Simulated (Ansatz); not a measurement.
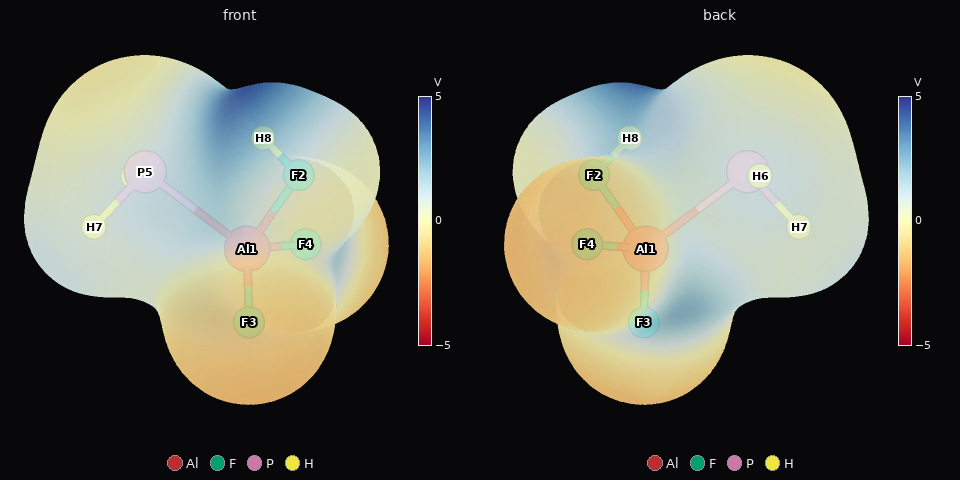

The picture shows: AlF3H3P. The molecular electrostatic potential painted on the density surface at 0.002 e/bohr³, seen from the front and from behind; the colour scale runs from red (negative) to blue (positive).

Theory: Ansatz, RKS PBE0/cc-pVDZ.

The calculation's input:

```
crystal:
  periodic: [false, false, false]
  atoms:
    - { symbol: Al, position_ang: [0.083201, -0.626105, -0.368082] }
    - { symbol: F, position_ang: [-0.012549, 0.193644, 2.388676] }
    - { symbol: F, position_ang: [1.498309, 0.19281, -0.771071] }
    - { symbol: F, position_ang: [-1.390446, -0.01177, -0.907004] }
    - { symbol: P, position_ang: [0.129429, -2.591615, 0.803584] }
    - { symbol: H, position_ang: [-0.660422, -3.28862, -0.164395] }
    - { symbol: H, position_ang: [1.405466, -2.963655, 0.271167] }
    - { symbol: H, position_ang: [-0.095488, -0.704288, 2.608724] }
basis:
  gaussian: { orbitals: cc-pVDZ }
hamiltonian:
  xc: pbe0
relax:
  f_tol: 0.03
  max_steps: 50
output:
  orbitals: {}
```

Launched as:

```sh
ansatz run input.yaml --threads 2 --pin off --max-ram 3072MiB --backend cpu --events-out ev --progress --plain --runs-dir out
```

The fields are those of the run's last geometry, not of the input's.

Describe the electrostatic potential map.

Answer. The most negative region (about −1.5 V, or −35 kcal/mol for a unit charge) lies over F3 and F4, the most positive (about +4.2 V, or +97 kcal/mol for a unit charge) over H8.
